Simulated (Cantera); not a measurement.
Charge: 1 mol toluene, 26 mol H2, 19 mol N2, at 525 K.

Equilibrium computed with Cantera from the NASA thermochemical tables; the gas is ideal and each condensed phase is pure. Candidate condensed phases: C, C6H6, C7H8, C8H18; 92 gas species. The ideal-gas law is rough above about 30 bar. The numbers say what is thermodynamically allowed, not how fast it happens.

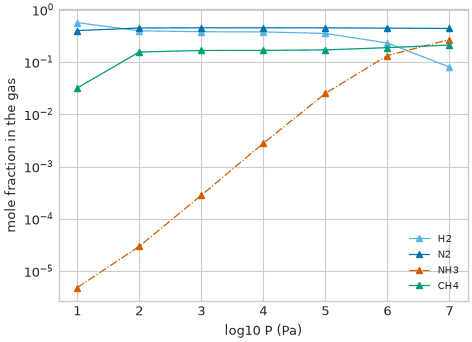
Figure. Equilibrium gas composition (values under 1e-9 drawn at 1e-9)

From 0.0750 Torr to 0.750 Torr the condensed part is C(graphite). From 7.50 Torr to 75000 Torr nothing is condensed. The main C-bearing gas is CH4 throughout.
